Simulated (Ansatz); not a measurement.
# CH7BN2: molecular dynamics

Aim: follow the molecule's vibrations and see whether its bonds hold. The start is relaxed first. Runs: 300 steps of 0.25 fs under a Langevin thermostat at 1000 K. SMILES of the start: CB(N)N.

All numbers below are computed with Ansatz 0.2.0 (RKS B3LYP/6-31G*).

### 1 The starting structure

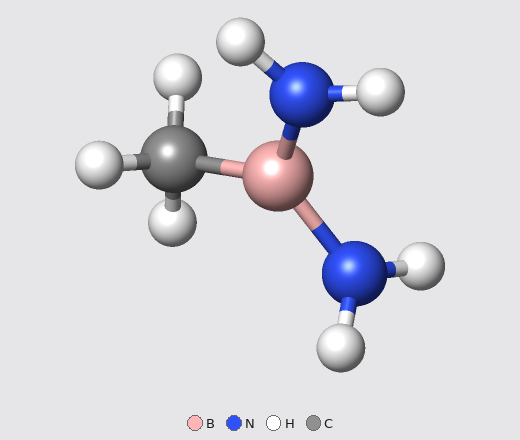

The starting structure, seen from a free direction (boron pink, nitrogen blue, hydrogen white, carbon grey).

Structure file:

```xyz
11

B     0.0000    0.0000    0.0000
N     0.0000    0.0000    1.5500
H    -0.8770   -0.2713    2.0800
H     0.8770    0.2713    2.0800
N     1.3423    0.0000   -0.7750
H     1.8089   -0.9179   -1.0268
H     1.7937    0.9179   -1.0532
C    -1.3856    0.0000   -0.8000
H    -1.9458   -0.9305   -0.5708
H    -1.9898    0.8797   -0.4946
H    -1.1839    0.0508   -1.8903
```

### 2 Relaxing the start

File input.yaml:

```yaml
crystal:
  periodic: [false, false, false]
  atoms:
    - { symbol: B, position_ang: [0.0, 0.0, 0.0] }
    - { symbol: "N", position_ang: [0.0, 0.0, 1.55] }
    - { symbol: H, position_ang: [-0.877, -0.2713, 2.08] }
    - { symbol: H, position_ang: [0.877, 0.2713, 2.08] }
    - { symbol: "N", position_ang: [1.3423, 0.0, -0.775] }
    - { symbol: H, position_ang: [1.8089, -0.9179, -1.0268] }
    - { symbol: H, position_ang: [1.7937, 0.9179, -1.0532] }
    - { symbol: C, position_ang: [-1.3856, 0.0, -0.8] }
    - { symbol: H, position_ang: [-1.9458, -0.9305, -0.5708] }
    - { symbol: H, position_ang: [-1.9898, 0.8797, -0.4946] }
    - { symbol: H, position_ang: [-1.1839, 0.0508, -1.8903] }
basis:
  gaussian: { orbitals: "6-31G*" }
hamiltonian:
  xc: b3lyp
relax:
  f_tol: 0.02
  max_steps: 40
output:
  orbitals: {}
```

Launch:

```
$ ansatz run input.yaml --threads 1 --pin off --max-ram 2048MiB --backend cpu --events-out ev --progress --plain --runs-dir out
```

The log of the run (excerpt; [...] marks lines left out):

```text
Warning: RAYON_NUM_THREADS=1 ignored (pool sized by the plan → 1); use --threads N
[...]
Functional definition: B3LYP
[...]
889 factors; integrals over basis functions are off by at most 4.5e-4 eV
[...]
mean field -4808.40674694 eV, -176.7056886948 hartree, gradient 6.5e-5 eV, S^2 0.000000; 0 other end points of the search recorded, 0 dependent functions left out
[...]
reference -4808.40693903 eV, -176.7056957541 hartree; 16, 16 occupied and 58, 58 virtual orbitals, 889 factors
relax step   1: F+E_penalty+E_count = -4808.40674694 eV  Δ(F+E_penalty+E_count) = +0.000e0 eV  max|allowed force component| = 2.570e0 eV/Å  Δτ_max = 0.0000 Å  (23 SCF iters, accepted)
[...]
relax step   3: F+E_penalty+E_count = -4809.28877266 eV  Δ(F+E_penalty+E_count) = -1.856e-1 eV  max|allowed force component| = 1.584e0 eV/Å  Δτ_max = 0.1606 Å  (27 SCF iters, accepted)
[...]
relax step   5: F+E_penalty+E_count = -4809.55060513 eV  Δ(F+E_penalty+E_count) = -1.233e-1 eV  max|allowed force component| = 1.151e0 eV/Å  Δτ_max = 0.1968 Å  (26 SCF iters, accepted)
[...]
relax step   7: F+E_penalty+E_count = -4809.82377687 eV  Δ(F+E_penalty+E_count) = -1.343e-1 eV  max|allowed force component| = 7.008e-1 eV/Å  Δτ_max = 0.2000 Å  (27 SCF iters, accepted)
[...]
relax step   9: F+E_penalty+E_count = -4810.01164467 eV  Δ(F+E_penalty+E_count) = -5.404e-2 eV  max|allowed force component| = 1.276e-1 eV/Å  Δτ_max = 0.2000 Å  (26 SCF iters, accepted)
[...]
relax step  11: F+E_penalty+E_count = -4810.01861049 eV  Δ(F+E_penalty+E_count) = -2.265e-4 eV  max|allowed force component| = 5.958e-3 eV/Å  Δτ_max = 0.0130 Å  (24 SCF iters, accepted)
889 factors; integrals over basis functions are off by at most 4.3e-4 eV
mean field -4810.01861049 eV, -176.7649235877 hartree, gradient 3.2e-5 eV, S^2 0.000000; 1 other end points of the search recorded, 0 dependent functions left out
[...]
reference -4810.01879834 eV, -176.7649304912 hartree; 16, 16 occupied and 58, 58 virtual orbitals, 889 factors
Total energy: -4810.01879834 eV, -176.7649304912 hartree
Atom 0 at     0.041718    -0.011208     0.017138 Å, force     0.000706     0.005555     0.001424 eV/Å
Atom 1 at     0.029087    -0.142262     1.434741 Å, force     0.000183     0.001455     0.002181 eV/Å
Atom 2 at    -0.826881    -0.168036     1.966838 Å, force    -0.000977     0.004279     0.000448 eV/Å
Atom 3 at     0.856876    -0.224449     2.007251 Å, force     0.000358    -0.003696     0.000101 eV/Å
Atom 4 at     1.273089     0.016607    -0.693397 Å, force     0.001562     0.000584     0.000228 eV/Å
Atom 5 at     2.183779    -0.052053    -0.261899 Å, force     0.001515    -0.005342    -0.001556 eV/Å
Atom 6 at     1.312140     0.103108    -1.696881 Å, force     0.001132     0.005793    -0.000905 eV/Å
Atom 7 at    -1.337298     0.100448    -0.773473 Å, force    -0.000218    -0.003118     0.001065 eV/Å
Atom 8 at    -1.932069    -0.816597    -0.665631 Å, force    -0.005958    -0.005557     0.000013 eV/Å
Atom 9 at    -1.956814     0.920966    -0.387289 Å, force     0.001368    -0.001609    -0.001276 eV/Å
Atom 10 at    -1.203827     0.273475    -1.848099 Å, force     0.000329     0.001657    -0.001723 eV/Å
Dipole moment:     0.215362    -0.025457     0.129151 e Å
```

Run time: 36 s. Hardware: 1 thread of Arm Neoverse V1, shared host; peak memory 0.14 GiB.

The steps of the relaxation:

```tsv
step	energy from step 1 (eV)	largest force component (eV/Å)
1	0.0000	2.5704
2	-0.6965	1.2754
3	-0.8820	1.5843
4	-1.0206	1.2213
5	-1.1439	1.1515
6	-1.2827	0.9021
7	-1.4170	0.7008
8	-1.5509	0.4172
9	-1.6049	0.1276
10	-1.6116	0.0364
11	-1.6119	0.0060
```

Step 1 is the start.

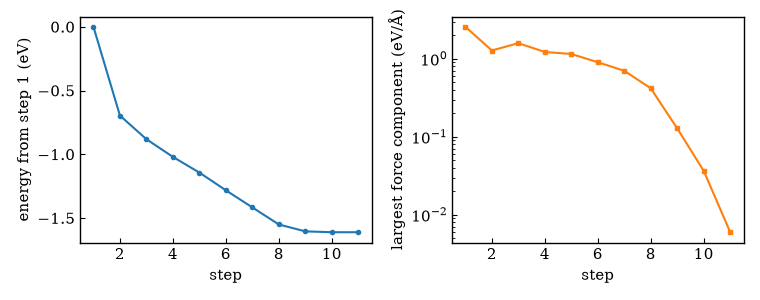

Energy and largest force along the relaxation.

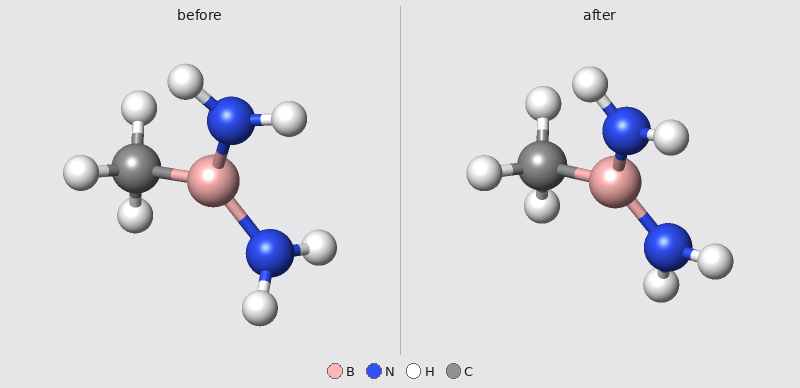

The structure before (left) and after (right), drawn at the same scale.

After: Bond lengths: B1–N2 1.424 Å, N2–H3 1.008 Å, N2–H4 1.010 Å, B1–N5 1.422 Å, N5–H6 1.010 Å, N5–H7 1.008 Å, B1–C8 1.593 Å, C8–H9 1.098 Å, C8–H10 1.098 Å, C8–H11 1.097 Å. Angles (14 of 15 angles, heavy atoms first): N2–B1–N5 120.5°, N2–B1–C8 119.5°, N5–B1–C8 120.0°, B1–N2–H3 122.4°, B1–N2–H4 124.4°, B1–N5–H6 124.5°, B1–N5–H7 122.2°, B1–C8–H9 111.2°, B1–C8–H10 111.5°, B1–C8–H11 113.1°, H3–N2–H4 113.2°, H6–N5–H7 113.3°, H9–C8–H10 106.5°, H9–C8–H11 107.1°.

### 3 The run

300 steps of 0.25 fs under a Langevin thermostat at 1000 K, from the relaxed start.

File input.yaml:

```yaml
crystal:
  periodic: [false, false, false]
  atoms:
    - { symbol: B, position_ang: [0.041718, -0.011208, 0.017138] }
    - { symbol: "N", position_ang: [0.029087, -0.142262, 1.434741] }
    - { symbol: H, position_ang: [-0.826881, -0.168036, 1.966838] }
    - { symbol: H, position_ang: [0.856876, -0.224449, 2.007251] }
    - { symbol: "N", position_ang: [1.273089, 0.016607, -0.693397] }
    - { symbol: H, position_ang: [2.183779, -0.052053, -0.261899] }
    - { symbol: H, position_ang: [1.31214, 0.103108, -1.696881] }
    - { symbol: C, position_ang: [-1.337298, 0.100448, -0.773473] }
    - { symbol: H, position_ang: [-1.932069, -0.816597, -0.665631] }
    - { symbol: H, position_ang: [-1.956814, 0.920966, -0.387289] }
    - { symbol: H, position_ang: [-1.203827, 0.273475, -1.848099] }
basis:
  gaussian: { orbitals: "6-31G*" }
hamiltonian:
  xc: b3lyp
md:
  timestep: 0.25
  n_steps: 300
  ensemble: nvt_langevin
  temperature: 1000.0
  initial_velocities: maxwell_boltzmann
  seed: 819165
  friction: 0.001
```

Launch:

```
$ ansatz run input.yaml --threads 1 --pin off --max-ram 2048MiB --backend cpu --events-out ev --progress --plain --runs-dir out
```

The log of the run (excerpt; [...] marks lines left out):

```text
Warning: RAYON_NUM_THREADS=1 ignored (pool sized by the plan → 1); use --threads N
[...]
[... 1 set-up line as earlier in the session ...]
[...]
889 factors; integrals over basis functions are off by at most 4.2e-4 eV
[...]
mean field -4810.01861990 eV, -176.7649239334 hartree, gradient 7.6e-5 eV, S^2 0.000000; 0 other end points of the search recorded, 0 dependent functions left out
[...]
reference -4810.01880457 eV, -176.7649307202 hartree; 16, 16 occupied and 58, 58 virtual orbitals, 889 factors
md step     0: t =     0.00 fs  T =   909.1 K  F+E_penalty+E_count = -4810.01861990 eV  E_kin = 1.292600 eV  (23 SCF iters)
[...]
md step    22: t =     5.50 fs  T =   461.4 K  F+E_penalty+E_count = -4809.33406338 eV  E_kin = 0.656054 eV  (25 SCF iters)
[...]
md step    44: t =    11.00 fs  T =   472.4 K  F+E_penalty+E_count = -4809.45093801 eV  E_kin = 0.671720 eV  (24 SCF iters)
[...]
md step    66: t =    16.50 fs  T =   262.7 K  F+E_penalty+E_count = -4809.12495390 eV  E_kin = 0.373572 eV  (22 SCF iters)
[...]
md step    87: t =    21.75 fs  T =   490.2 K  F+E_penalty+E_count = -4809.41741980 eV  E_kin = 0.696991 eV  (25 SCF iters)
md step    88: t =    22.00 fs  T =   504.5 K  F+E_penalty+E_count = -4809.44372033 eV  E_kin = 0.717332 eV  (25 SCF iters)
```

### 4 The log goes on: dynamics from the start

Output, continued (excerpt; [...] marks lines left out):

```text
md step    89: t =    22.25 fs  T =   529.9 K  F+E_penalty+E_count = -4809.46343162 eV  E_kin = 0.753416 eV  (25 SCF iters)
[...]
md step   118: t =    29.50 fs  T =   393.6 K  F+E_penalty+E_count = -4809.24356073 eV  E_kin = 0.559594 eV  (25 SCF iters)
[...]
md step   147: t =    36.75 fs  T =   816.6 K  F+E_penalty+E_count = -4809.84655241 eV  E_kin = 1.161091 eV  (23 SCF iters)
[...]
md step   176: t =    44.00 fs  T =   462.5 K  F+E_penalty+E_count = -4809.34022820 eV  E_kin = 0.657573 eV  (25 SCF iters)
[...]
md step   205: t =    51.25 fs  T =   517.9 K  F+E_penalty+E_count = -4809.40049528 eV  E_kin = 0.736323 eV  (25 SCF iters)
md step   206: t =    51.50 fs  T =   504.4 K  F+E_penalty+E_count = -4809.37363762 eV  E_kin = 0.717149 eV  (24 SCF iters)
md step   207: t =    51.75 fs  T =   471.9 K  F+E_penalty+E_count = -4809.34259349 eV  E_kin = 0.670943 eV  (24 SCF iters)
```

### 5 More of the same log: dynamics from the start

Output, continued (excerpt; [...] marks lines left out):

```text
md step   208: t =    52.00 fs  T =   451.3 K  F+E_penalty+E_count = -4809.31027123 eV  E_kin = 0.641716 eV  (24 SCF iters)
[...]
md step   231: t =    57.75 fs  T =   443.8 K  F+E_penalty+E_count = -4809.27957550 eV  E_kin = 0.631066 eV  (25 SCF iters)
[...]
md step   254: t =    63.50 fs  T =   502.4 K  F+E_penalty+E_count = -4809.26164317 eV  E_kin = 0.714335 eV  (24 SCF iters)
[...]
md step   277: t =    69.25 fs  T =   652.2 K  F+E_penalty+E_count = -4809.43269396 eV  E_kin = 0.927398 eV  (25 SCF iters)
[...]
md step   299: t =    74.75 fs  T =   887.4 K  F+E_penalty+E_count = -4809.80156699 eV  E_kin = 1.261720 eV  (25 SCF iters)
[...]
md step   300: t =    75.00 fs  T =   870.7 K  F+E_penalty+E_count = -4809.77718630 eV  E_kin = 1.237955 eV  (25 SCF iters)
Total energy: -4809.77737067 eV, -176.7560581880 hartree
[...]
Atom 1 at    -0.163877     0.608974     1.341337 Å, force     1.315729    -0.468928     0.981275 eV/Å
Atom 2 at    -1.118886     0.811406     1.479618 Å, force    -1.060217     0.257363     0.961376 eV/Å
Atom 3 at     0.408602     0.398407     2.187799 Å, force    -0.898776     0.466827    -1.057680 eV/Å
Atom 4 at     1.402188    -0.292156    -0.339442 Å, force    -0.733213    -0.172387    -0.256944 eV/Å
Atom 5 at     2.189362    -0.160070     0.242804 Å, force     0.832097     0.215060     0.849463 eV/Å
Atom 6 at     1.706562    -0.584692    -1.253675 Å, force    -0.434532    -0.080378    -0.189180 eV/Å
Atom 7 at    -1.130929    -0.039846    -1.015033 Å, force     1.126590    -0.651516     0.675472 eV/Å
Atom 8 at    -1.773059    -0.925891    -0.932883 Å, force     0.079692    -0.035366     0.241187 eV/Å
Atom 9 at    -1.746552     0.820471    -0.863621 Å, force    -0.746175     0.812327    -0.283768 eV/Å
Atom 10 at    -0.715486    -0.059331    -2.021486 Å, force    -0.101049     0.246787    -0.290704 eV/Å
Dipole moment:     0.155413    -0.067381     0.188218 e Å
```

Wall time 13 min (1 thread of Arm Neoverse V1, shared host); peak memory 0.14 GiB.

### 6 What the atoms did

One step in 16; energies are changes from step 0:

```tsv
time (fs)	T (K)	potential energy change (meV/atom)
0.0	909	0.0
4.0	571	45.1
8.0	467	57.4
12.0	463	53.6
16.0	259	81.7
20.0	363	70.8
24.0	474	58.0
28.0	437	63.3
32.0	664	34.2
36.0	797	19.8
40.0	620	39.6
44.0	462	61.7
48.0	417	67.2
52.0	451	64.4
56.0	523	53.6
60.0	552	56.3
64.0	532	66.1
68.0	551	65.6
72.0	690	48.9
75.0	871	21.9
```

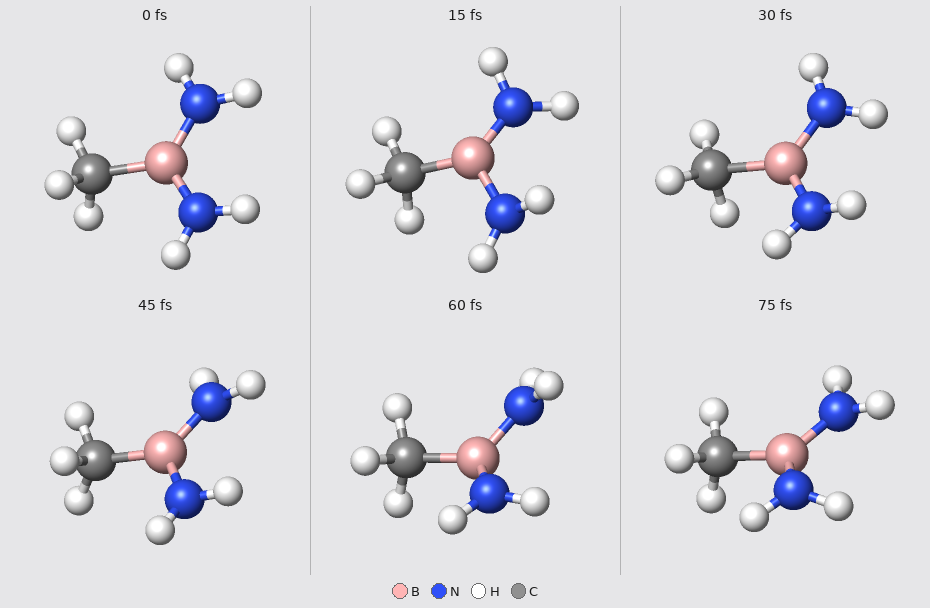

The system at six times, viewed from a chosen angle. Sticks join atoms within a bonding distance in each frame.

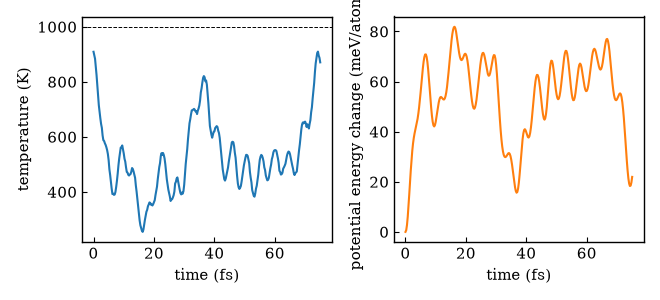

Time series of the run, each on its own scale. The dashed line is the set temperature.

### 7 Positions and forces

Positions (Å) and forces (eV/Å):

```xyz
11
time_fs=9.5 T=569 dE=0.4630
B     0.010    0.109    0.047    1.608   -1.874   -2.020
N    -0.026   -0.105    1.423    1.509    0.610    0.902
H    -0.842   -0.227    1.985   -0.408    0.147    0.281
H     0.822    0.175    1.925   -0.599   -0.457    0.185
N     1.296   -0.056   -0.681   -2.041    1.043    0.572
H     2.108   -0.506   -0.321    0.618    0.052    0.280
H     1.375    0.332   -1.611    0.204   -0.315    0.033
C    -1.309    0.048   -0.798    0.349    0.943    0.053
H    -1.784   -0.902   -0.608   -0.488   -0.392    0.286
H    -1.928    0.879   -0.455   -0.663   -0.072   -0.366
H    -1.132    0.079   -1.872   -0.089    0.315   -0.206
11
time_fs=18.8 T=360 dE=0.7561
B     0.053    0.110   -0.034   -1.685   -0.667    3.706
N    -0.039   -0.052    1.463    1.102    0.587   -1.248
H    -0.907   -0.103    1.956   -0.698    0.054   -0.108
H     0.661    0.335    2.107   -0.073   -0.414   -0.670
N     1.274   -0.094   -0.642    0.841    1.143   -1.726
H     2.009   -0.675   -0.349    1.022   -0.469    0.965
H     1.486    0.353   -1.524   -0.180   -0.341   -0.230
C    -1.291    0.037   -0.829   -0.596    0.804   -1.535
H    -1.735   -0.891   -0.507   -0.053   -1.000   -0.150
H    -2.156    0.696   -0.758    0.215    0.810    0.710
H    -1.133    0.023   -1.925    0.104   -0.506    0.285
11
time_fs=28.0 T=437 dE=0.6965
B     0.024    0.065    0.060    1.115    0.313   -3.940
N    -0.052    0.025    1.445    0.178    0.050    0.786
H    -0.994    0.119    1.737   -0.773    0.128    1.013
H     0.645    0.316    2.128   -0.244   -0.203   -0.395
N     1.314   -0.110   -0.633   -2.027    0.541    1.032
H     1.990   -0.570   -0.076    1.300   -0.233    0.087
H     1.535    0.090   -1.599   -0.111   -0.265    0.232
C    -1.315    0.042   -0.918    1.092   -1.243    1.322
H    -1.617   -0.978   -0.594   -0.844    0.323    0.176
H    -2.132    0.775   -0.747    0.421   -0.494   -0.395
H    -1.065   -0.230   -1.959   -0.107    1.082    0.081
11
time_fs=37.5 T=789 dE=0.2148
B     0.041    0.022   -0.022   -0.997    0.023    2.036
N    -0.111    0.120    1.441    1.340   -0.001   -1.057
H    -0.961    0.363    1.900   -0.625    0.178    0.108
H     0.702    0.289    2.048   -0.564   -0.182   -0.459
N     1.332   -0.124   -0.547   -0.222   -0.077   -1.401
H     2.192   -0.180   -0.062    0.678   -0.002    0.801
H     1.459   -0.350   -1.523   -0.069    0.079   -0.077
C    -1.275   -0.025   -0.937   -0.996    0.814   -0.351
H    -1.937   -0.905   -0.685    0.796    0.558   -0.605
H    -1.972    0.859   -0.796    0.768   -0.628    0.347
H    -1.058    0.080   -2.032   -0.109   -0.761    0.659
11
time_fs=47.0 T=524 dE=0.5868
B     0.019   -0.019   -0.016    0.290   -0.553    1.006
N    -0.152    0.227    1.397    2.647   -0.351   -0.178
H    -0.887    0.618    1.934   -0.887    0.270    0.101
H     0.750    0.231    1.925   -1.250    0.065   -0.377
N     1.371   -0.154   -0.498   -3.078   -0.780   -0.837
H     2.150    0.222   -0.059    1.814    0.430    0.741
H     1.467   -0.664   -1.360    0.655    0.260   -0.157
C    -1.247   -0.064   -0.956   -0.724    0.719   -0.924
H    -2.051   -0.848   -1.009    0.780    0.496    0.884
H    -1.688    0.912   -0.584   -0.314   -0.836   -0.829
H    -0.995    0.061   -2.035    0.068    0.282    0.570
11
time_fs=56.2 T=511 dE=0.6098
B     0.005   -0.086    0.054    1.127    0.295   -2.758
N    -0.147    0.347    1.358    1.975   -0.619    1.370
H    -0.967    0.766    1.706   -0.860    0.340    0.723
H     0.659    0.212    2.004   -1.228    0.494   -0.455
N     1.375   -0.187   -0.466   -1.192   -0.940   -0.073
H     2.089    0.366   -0.092    1.165    0.862    1.194
H     1.780   -0.717   -1.223   -0.747   -0.143   -0.305
C    -1.207   -0.047   -0.998   -0.217    0.259    1.914
H    -1.946   -0.844   -0.867    0.127   -0.246   -0.560
H    -1.764    0.858   -0.688    0.015    0.009   -0.340
H    -0.825    0.120   -1.988   -0.166   -0.311   -0.709
11
time_fs=65.5 T=507 dE=0.7653
B     0.048   -0.111    0.000   -0.373    2.828    2.419
N    -0.135    0.480    1.362    0.929   -0.971   -0.166
H    -1.024    0.841    1.595   -1.247    0.345    0.026
H     0.390    0.414    2.259    0.020   -0.268   -1.467
N     1.379   -0.232   -0.412   -0.793   -1.394   -0.696
H     2.002    0.318    0.103    1.614    0.337    0.633
H     1.684   -0.747   -1.218    0.371    0.277   -0.175
C    -1.166   -0.012   -0.981    0.385   -2.113   -0.550
H    -1.759   -0.921   -0.944   -0.599   -0.316    0.164
H    -1.827    0.808   -0.950   -0.813    1.240    0.731
H    -0.808   -0.011   -1.991    0.506    0.034   -0.919
11
time_fs=75.0 T=871 dE=0.2414
B     0.074    0.062    0.068    0.620   -0.590   -1.631
N    -0.164    0.609    1.341    1.316   -0.469    0.981
H    -1.119    0.811    1.480   -1.060    0.257    0.961
H     0.409    0.398    2.188   -0.899    0.467   -1.058
N     1.402   -0.292   -0.339   -0.733   -0.172   -0.257
H     2.189   -0.160    0.243    0.832    0.215    0.850
H     1.707   -0.585   -1.254   -0.434   -0.080   -0.189
C    -1.131   -0.040   -1.015    1.127   -0.651    0.675
H    -1.773   -0.926   -0.933    0.080   -0.035    0.241
H    -1.747    0.821   -0.864   -0.746    0.812   -0.284
H    -0.716   -0.059   -2.022   -0.101    0.247   -0.291
```

### 8 Outcome

```
                        quantity                          value
         relaxation of the start       10 moves, 1.612 eV lower
                          length           300 steps of 0.25 fs
temperature, first and last step                  909 and 871 K
        temperature, second half  mean 553 K, from 383 to 910 K
   potential energy, second half    +55 meV/atom from the start
          bonds formed or broken                              0
```

**Reading.** Against a set 1000 K the second half averages 553 K with a spread of 115 K; 55 meV/atom has gone into potential energy, and a thermostat that acts over some 1000 fs has not made it up in 75 fs. The bonds all hold. 75 fs on 11 atoms is far too short and small for converged averages. The nuclei move classically, without zero-point motion, which matters most for hydrogen.
